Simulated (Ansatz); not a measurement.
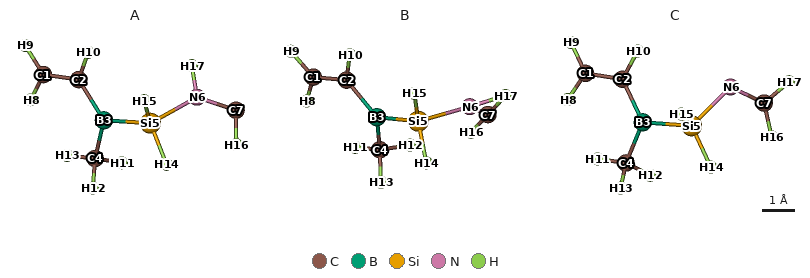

3 geometries from a converged minimum-energy path of C4H10BNSi, shuffled. The picture is a ball-and-stick view, seen at a tilt.

Level of theory: Ansatz 0.2.0, RKS PBE/STO-3G. Run with 5 movable images; climbing image; force threshold 0.05 eV/Å; iteration limit 54; starting path through a guess of the saddle point.

> One of them is the converged climbing image. Which?

B. In order along the path, whose images run from 0 to 6: C (image 1, +0.01 eV), B (image 4, +3.81 eV), A (image 6, +1.84 eV). A hydrogen atom shifts from one atom to another. Breaking: C7–H17 (1.12 → 1.34 at the top → 2.03 Å). Forming: N6–H17 (2.09 → 1.22 at the top → 1.06 Å).

Limits of the set-up: STO-3G is a minimal basis, so the numbers are rough.

Cost: 10 min on 1 thread of Intel(R) Xeon(R) 6975P-C (Granite Rapids) (shared host), peak memory 0.13 GiB.
